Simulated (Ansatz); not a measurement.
**GeH6S (SMILES S.[GeH4]): molecular dynamics**

Aim: follow the atoms for 40 steps of 0.5 fs with a Langevin thermostat, with velocities drawn for 1000 K.

Computed with Ansatz 0.2.0, Gaussian basis. Level: revPBE-D4/cc-pVDZ.

## (1) Where the work starts

The start, a pair relaxed at PBE0-D4: SMILES `S.[GeH4]`, 8 atoms, charge 0, spin multiplicity 1.

Atoms are counted from 1 here; the program's logs count them from 0.

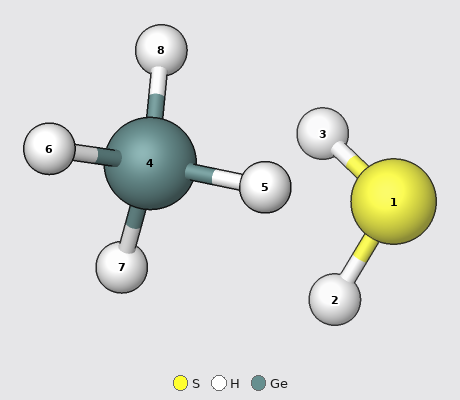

As it starts; sulfur yellow, hydrogen white, germanium teal; atoms are numbered from 1 in the order of the file.

As a file:

```mol
GeH6S
  3D, bonds by distance, orders not assigned

  8  6  0  0  0  0  0  0  0  0999 V2000
    0.5467   -0.0661   -2.4072 S   0  0
   -0.3374   -1.0743   -2.3682 H   0  0
   -0.4255    0.8582   -2.4138 H   0  0
    0.0478    0.0562    1.4320 Ge  0  0
    1.4896   -0.4002    1.1853 H   0  0
   -0.2186    0.1105    2.9455 H   0  0
   -0.9316   -0.9366    0.7912 H   0  0
   -0.1710    1.4523    0.8352 H   0  0
  1  2  8  0
  1  3  8  0
  4  5  8  0
  4  6  8  0
  4  7  8  0
  4  8  8  0
M  END
```

## (2) Dynamics

Contents of md/in.yaml:

```yaml
crystal:
  periodic: [false, false, false]
  atoms:
    - {symbol: S, position_ang: [0.546727, -0.066065, -2.407219]}
    - {symbol: H, position_ang: [-0.337419, -1.074253, -2.368163]}
    - {symbol: H, position_ang: [-0.425490, 0.858227, -2.413806]}
    - {symbol: Ge, position_ang: [0.047847, 0.056153, 1.432006]}
    - {symbol: H, position_ang: [1.489578, -0.400225, 1.185286]}
    - {symbol: H, position_ang: [-0.218618, 0.110528, 2.945529]}
    - {symbol: H, position_ang: [-0.931633, -0.936630, 0.791247]}
    - {symbol: H, position_ang: [-0.170991, 1.452265, 0.835221]}
basis:
  gaussian: {orbitals: cc-pVDZ}
hamiltonian: {xc: {name: revPBE}, dispersion: d4}
md: {n_steps: 40, timestep: 0.5, temperature: 1000, ensemble: nvt_langevin, seed: 978, friction: 0.002, initial_velocities: maxwell_boltzmann}
```

Command:

```sh
> ansatz run in.yaml --threads 4 --pin off --events-out ev --progress --plain --max-ram 9574MiB
```

Standard output:

```text
Functional definition: revPBE
  name "revPBE"
  cite "Zhang & Yang, Phys. Rev. Lett. 80, 890 (1998) doi:10.1103/PhysRevLett.80.890"
  cite "Perdew, Burke & Ernzerhof, Phys. Rev. Lett. 77, 3865 (1996) doi:10.1103/PhysRevLett.77.3865"
  parameter kappa = 1.245
  parameter beta = 0.06672455060314922
  exchange = pbe_x(kappa = kappa, mu = beta*pi^2/3)
  correlation = pbe_c(beta = beta)
974 factors; their error is unknown
mean field evaluation 1: about -67442.7220 eV, gradient 1.6e1 eV
mean field evaluation 2: about -67443.2537 eV, gradient 1.2e1 eV
mean field evaluation 4: about -67443.6468 eV, gradient 5.6e-1 eV
mean field evaluation 8: about -67443.6290 eV, gradient 6.0e-3 eV
mean field -67443.62898975 eV, -2478.5076504396 hartree, gradient 1.4e-5 eV, S^2 0.000000; 0 other end points of the search recorded, 0 dependent functions left out
the calculation of the forces begins
reference -67443.62903673 eV, -2478.5076521662 hartree; 27, 27 occupied and 48, 48 virtual orbitals, 974 factors
md step     0: t =     0.00 fs  T =   875.0 K  F+E_penalty+E_count = -67443.90995588 eV  E_kin = 0.904820 eV  (22 SCF iters)
these checks for a lower state are left out or cut short: starts, cluster_reference, orbital_swaps, neighbouring_geometries, increment
974 factors; their error is unknown
mean field evaluation 16: about -67443.6129 eV, gradient 3.1e-2 eV
mean field -67443.61291946 eV, -2478.5070598673 hartree, gradient 3.0e-5 eV, S^2 0.000000; 0 other end points of the search recorded, 0 dependent functions left out
the calculation of the forces begins
reference -67443.61296643 eV, -2478.5070615934 hartree; 27, 27 occupied and 48, 48 virtual orbitals, 974 factors
md step     1: t =     0.50 fs  T =   851.8 K  F+E_penalty+E_count = -67443.89444154 eV  E_kin = 0.880866 eV  (23 SCF iters, 3 dispersion substeps)
these checks for a lower state are left out or cut short: starts, cluster_reference, orbital_swaps, neighbouring_geometries, increment
974 factors; their error is unknown
mean field -67443.57928337 eV, -2478.5058237640 hartree, gradient 3.0e-5 eV, S^2 0.000000; 0 other end points of the search recorded, 0 dependent functions left out
the calculation of the forces begins
reference -67443.57933032 eV, -2478.5058254894 hartree; 27, 27 occupied and 48, 48 virtual orbitals, 974 factors
md step     2: t =     1.00 fs  T =   811.2 K  F+E_penalty+E_count = -67443.86133246 eV  E_kin = 0.838857 eV  (22 SCF iters, 3 dispersion substeps)
[... from here on, the SCF cycles and remarks between the steps are left out ...]
md step     3: t =     1.50 fs  T =   777.3 K  F+E_penalty+E_count = -67443.81995860 eV  E_kin = 0.803771 eV  (22 SCF iters, 3 dispersion substeps)
md step     4: t =     2.00 fs  T =   739.3 K  F+E_penalty+E_count = -67443.78200494 eV  E_kin = 0.764543 eV  (23 SCF iters, 3 dispersion substeps)
md step     5: t =     2.50 fs  T =   714.2 K  F+E_penalty+E_count = -67443.75492185 eV  E_kin = 0.738498 eV  (22 SCF iters, 3 dispersion substeps)
md step     6: t =     3.00 fs  T =   711.9 K  F+E_penalty+E_count = -67443.73926901 eV  E_kin = 0.736187 eV  (22 SCF iters, 3 dispersion substeps)
md step     7: t =     3.50 fs  T =   710.4 K  F+E_penalty+E_count = -67443.73232726 eV  E_kin = 0.734566 eV  (21 SCF iters, 3 dispersion substeps)
md step     8: t =     4.00 fs  T =   692.7 K  F+E_penalty+E_count = -67443.73041393 eV  E_kin = 0.716355 eV  (22 SCF iters, 3 dispersion substeps)
md step     9: t =     4.50 fs  T =   681.0 K  F+E_penalty+E_count = -67443.72702761 eV  E_kin = 0.704190 eV  (23 SCF iters, 3 dispersion substeps)
md step    10: t =     5.00 fs  T =   659.9 K  F+E_penalty+E_count = -67443.71850826 eV  E_kin = 0.682394 eV  (24 SCF iters, 3 dispersion substeps)
md step    11: t =     5.50 fs  T =   663.5 K  F+E_penalty+E_count = -67443.70428316 eV  E_kin = 0.686086 eV  (24 SCF iters, 3 dispersion substeps)
md step    12: t =     6.00 fs  T =   635.5 K  F+E_penalty+E_count = -67443.68361897 eV  E_kin = 0.657174 eV  (24 SCF iters, 3 dispersion substeps)
md step    13: t =     6.50 fs  T =   595.8 K  F+E_penalty+E_count = -67443.65795664 eV  E_kin = 0.616146 eV  (23 SCF iters, 3 dispersion substeps)
md step    14: t =     7.00 fs  T =   560.4 K  F+E_penalty+E_count = -67443.62884977 eV  E_kin = 0.579469 eV  (24 SCF iters, 3 dispersion substeps)
md step    15: t =     7.50 fs  T =   543.6 K  F+E_penalty+E_count = -67443.59723605 eV  E_kin = 0.562122 eV  (23 SCF iters, 3 dispersion substeps)
md step    16: t =     8.00 fs  T =   519.8 K  F+E_penalty+E_count = -67443.56400019 eV  E_kin = 0.537509 eV  (23 SCF iters, 3 dispersion substeps)
md step    17: t =     8.50 fs  T =   490.5 K  F+E_penalty+E_count = -67443.53347405 eV  E_kin = 0.507220 eV  (23 SCF iters, 3 dispersion substeps)
md step    18: t =     9.00 fs  T =   475.0 K  F+E_penalty+E_count = -67443.50937619 eV  E_kin = 0.491152 eV  (22 SCF iters, 3 dispersion substeps)
md step    19: t =     9.50 fs  T =   451.8 K  F+E_penalty+E_count = -67443.49478049 eV  E_kin = 0.467185 eV  (23 SCF iters, 3 dispersion substeps)
md step    20: t =    10.00 fs  T =   456.8 K  F+E_penalty+E_count = -67443.49246378 eV  E_kin = 0.472343 eV  (21 SCF iters, 3 dispersion substeps)
md step    21: t =    10.50 fs  T =   458.7 K  F+E_penalty+E_count = -67443.50497906 eV  E_kin = 0.474375 eV  (22 SCF iters, 3 dispersion substeps)
md step    22: t =    11.00 fs  T =   478.5 K  F+E_penalty+E_count = -67443.53358023 eV  E_kin = 0.494782 eV  (22 SCF iters, 3 dispersion substeps)
md step    23: t =    11.50 fs  T =   520.2 K  F+E_penalty+E_count = -67443.57216452 eV  E_kin = 0.537971 eV  (22 SCF iters, 3 dispersion substeps)
md step    24: t =    12.00 fs  T =   540.0 K  F+E_penalty+E_count = -67443.61106341 eV  E_kin = 0.558441 eV  (23 SCF iters, 3 dispersion substeps)
md step    25: t =    12.50 fs  T =   562.1 K  F+E_penalty+E_count = -67443.64385910 eV  E_kin = 0.581226 eV  (22 SCF iters, 3 dispersion substeps)
md step    26: t =    13.00 fs  T =   596.5 K  F+E_penalty+E_count = -67443.66773702 eV  E_kin = 0.616821 eV  (22 SCF iters, 3 dispersion substeps)
md step    27: t =    13.50 fs  T =   618.9 K  F+E_penalty+E_count = -67443.68042807 eV  E_kin = 0.640042 eV  (22 SCF iters, 3 dispersion substeps)
md step    28: t =    14.00 fs  T =   649.8 K  F+E_penalty+E_count = -67443.68454595 eV  E_kin = 0.671990 eV  (22 SCF iters, 3 dispersion substeps)
md step    29: t =    14.50 fs  T =   653.5 K  F+E_penalty+E_count = -67443.68583745 eV  E_kin = 0.675795 eV  (22 SCF iters, 3 dispersion substeps)
md step    30: t =    15.00 fs  T =   665.9 K  F+E_penalty+E_count = -67443.69209121 eV  E_kin = 0.688594 eV  (22 SCF iters, 3 dispersion substeps)
md step    31: t =    15.50 fs  T =   673.7 K  F+E_penalty+E_count = -67443.70556360 eV  E_kin = 0.696630 eV  (22 SCF iters, 3 dispersion substeps)
md step    32: t =    16.00 fs  T =   696.2 K  F+E_penalty+E_count = -67443.72311391 eV  E_kin = 0.719889 eV  (22 SCF iters, 3 dispersion substeps)
md step    33: t =    16.50 fs  T =   712.1 K  F+E_penalty+E_count = -67443.74234277 eV  E_kin = 0.736405 eV  (22 SCF iters, 3 dispersion substeps)
md step    34: t =    17.00 fs  T =   722.5 K  F+E_penalty+E_count = -67443.76069430 eV  E_kin = 0.747079 eV  (23 SCF iters, 3 dispersion substeps)
md step    35: t =    17.50 fs  T =   705.0 K  F+E_penalty+E_count = -67443.77484692 eV  E_kin = 0.729006 eV  (22 SCF iters, 3 dispersion substeps)
md step    36: t =    18.00 fs  T =   709.4 K  F+E_penalty+E_count = -67443.78329905 eV  E_kin = 0.733556 eV  (22 SCF iters, 3 dispersion substeps)
md step    37: t =    18.50 fs  T =   717.5 K  F+E_penalty+E_count = -67443.78624663 eV  E_kin = 0.741967 eV  (22 SCF iters, 3 dispersion substeps)
md step    38: t =    19.00 fs  T =   710.4 K  F+E_penalty+E_count = -67443.78510718 eV  E_kin = 0.734656 eV  (22 SCF iters, 3 dispersion substeps)
md step    39: t =    19.50 fs  T =   723.6 K  F+E_penalty+E_count = -67443.78318511 eV  E_kin = 0.748233 eV  (23 SCF iters, 3 dispersion substeps)
these checks for a lower state are left out or cut short: starts, cluster_reference, orbital_swaps, neighbouring_geometries, increment
974 factors; their error is unknown
mean field evaluation 224: about -67443.5039 eV, gradient 7.2e-1 eV
mean field -67443.48698638 eV, -2478.5024319122 hartree, gradient 3.0e-5 eV, S^2 0.000000; 0 other end points of the search recorded, 0 dependent functions left out
the calculation of the forces begins
reference -67443.48703241 eV, -2478.5024336037 hartree; 27, 27 occupied and 48, 48 virtual orbitals, 974 factors
974 factors; their error is unknown
mean field -67443.48698638 eV, -2478.5024319122 hartree, gradient 3.0e-5 eV, S^2 0.000000; 1 other end points of the search recorded, 0 dependent functions left out
the calculation of the forces begins
reference -67443.48703241 eV, -2478.5024336037 hartree; 27, 27 occupied and 48, 48 virtual orbitals, 974 factors
md step    40: t =    20.00 fs  T =   730.8 K  F+E_penalty+E_count = -67443.77914842 eV  E_kin = 0.755731 eV  (23 SCF iters, 3 dispersion substeps)
Total energy: -67443.77919445 eV, -2478.5131703606 hartree
Atom 0 at     0.366790    -0.053794    -2.391518 Å, force    -1.365418     0.890821    -0.155427 eV/Å
Atom 1 at    -0.786528    -0.583927    -1.791382 Å, force     0.662178     0.364565    -0.396319 eV/Å
Atom 2 at    -0.329901     1.136472    -2.810912 Å, force     0.692577    -1.286615     0.488054 eV/Å
Atom 3 at     0.118371     0.022246     1.409737 Å, force    -0.047184     1.201095     0.006348 eV/Å
Atom 4 at     1.350697    -0.696307     0.909433 Å, force     0.605678    -0.159447    -0.232361 eV/Å
Atom 5 at     0.241581     0.278158     2.930769 Å, force    -0.067010    -0.081016     0.126205 eV/Å
Atom 6 at    -1.066650    -0.843636     1.067842 Å, force    -0.709775    -0.494082    -0.037402 eV/Å
Atom 7 at    -0.132443     1.420023     0.707365 Å, force     0.228953    -0.435321     0.200903 eV/Å
Dipole moment:    -0.199321     0.068382    -0.035427 e Å
```

Wall time 12 s (4 threads of Intel Xeon 6975P-C, shared host).

## (3) Frames and traces

One row in 2 steps:

| time (fs) | T (K) | potential (meV) | potential + kinetic (meV) | S1–H3 (Å) | S1–H2 (Å) | Ge4–H5 (Å) |
| --- | --- | --- | --- | --- | --- | --- |
| 0.00 | 875 | 0.0 | 0.0 | 1.341 | 1.342 | 1.532 |
| 1.00 | 811 | 48.6 | -17.3 | 1.308 | 1.376 | 1.519 |
| 2.00 | 739 | 128.0 | -12.3 | 1.292 | 1.409 | 1.514 |
| 3.00 | 712 | 170.7 | 2.1 | 1.300 | 1.432 | 1.519 |
| 4.00 | 693 | 179.5 | -8.9 | 1.327 | 1.442 | 1.533 |
| 5.00 | 660 | 191.4 | -31.0 | 1.364 | 1.437 | 1.551 |
| 6.00 | 636 | 226.3 | -21.3 | 1.402 | 1.419 | 1.572 |
| 7.00 | 560 | 281.1 | -44.2 | 1.432 | 1.389 | 1.593 |
| 8.00 | 520 | 346.0 | -21.4 | 1.448 | 1.356 | 1.611 |
| 9.00 | 475 | 400.6 | -13.1 | 1.449 | 1.325 | 1.621 |
| 10.00 | 457 | 417.5 | -15.0 | 1.432 | 1.304 | 1.624 |
| 11.00 | 478 | 376.4 | -33.7 | 1.402 | 1.302 | 1.619 |
| 12.00 | 540 | 298.9 | -47.5 | 1.365 | 1.318 | 1.609 |
| 13.00 | 596 | 242.2 | -45.8 | 1.329 | 1.348 | 1.594 |
| 14.00 | 650 | 225.4 | -7.4 | 1.302 | 1.384 | 1.576 |
| 15.00 | 666 | 217.9 | 1.6 | 1.295 | 1.415 | 1.556 |
| 16.00 | 696 | 186.8 | 1.9 | 1.310 | 1.438 | 1.536 |
| 17.00 | 722 | 149.3 | -8.5 | 1.341 | 1.448 | 1.519 |
| 18.00 | 709 | 126.7 | -44.6 | 1.378 | 1.444 | 1.507 |
| 19.00 | 710 | 124.8 | -45.3 | 1.414 | 1.429 | 1.505 |
| 20.00 | 731 | 130.8 | -18.3 | 1.442 | 1.404 | 1.512 |

Energies count from the start.

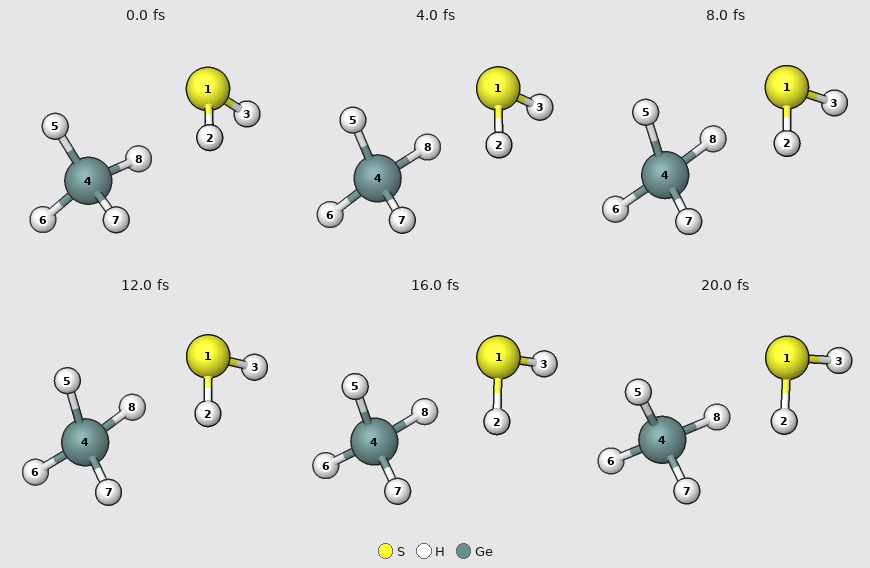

Six frames.

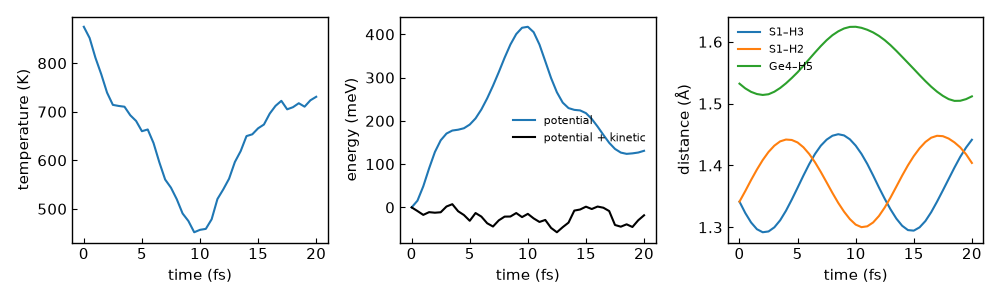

Temperature, energies and the distances followed.

Positions (Å) and forces (eV/Å) at 8.00 fs:

```xyz
8

S     0.472   -0.062   -2.396   -0.734    1.428   -0.329
H    -0.552   -0.911   -2.138   -0.251   -0.122    0.041
H    -0.425    1.057   -2.600    0.975   -1.319    0.250
Ge    0.072    0.047    1.428    1.046    0.296   -0.351
H     1.523   -0.318    0.831   -0.585   -0.430    0.753
H    -0.063    0.176    3.015    0.227   -0.021   -0.647
H    -0.998   -0.993    0.951    0.119    0.338   -0.076
H     0.154    1.447    0.697   -0.799   -0.171    0.359
```

Positions (Å) and forces (eV/Å) at 20.00 fs:

```xyz
8

S     0.367   -0.054   -2.392   -1.365    0.891   -0.155
H    -0.787   -0.584   -1.791    0.662    0.365   -0.396
H    -0.330    1.136   -2.811    0.693   -1.287    0.488
Ge    0.118    0.022    1.410   -0.047    1.201    0.006
H     1.351   -0.696    0.909    0.606   -0.159   -0.232
H     0.242    0.278    2.931   -0.067   -0.081    0.126
H    -1.067   -0.844    1.068   -0.710   -0.494   -0.037
H    -0.132    1.420    0.707    0.229   -0.435    0.201
```

## (4) What came out

| quantity | value |
| --- | --- |
| length | 40 steps, 20.0 fs |
| temperature at the start | 875 K |
| mean temperature, second half | 633 K |
| lowest and highest potential energy, from the first frame | 0 and 417 meV |
| largest change of potential + kinetic | 57.5 meV |

In words: The thermostat trades energy with the molecule, so the sum of potential and kinetic energy isn't conserved: it changes by -18 meV over the run. The mean temperature of the second half is still well below the 1000 K set. The instant temperature ranges from 452 to 875 K, as energy passes between motion and strain. The bonding pattern stays as it was. Under Langevin the temperature counts 3N degrees of freedom, more than the drawn velocities fill, so it starts at 875 K, not 1000 K.
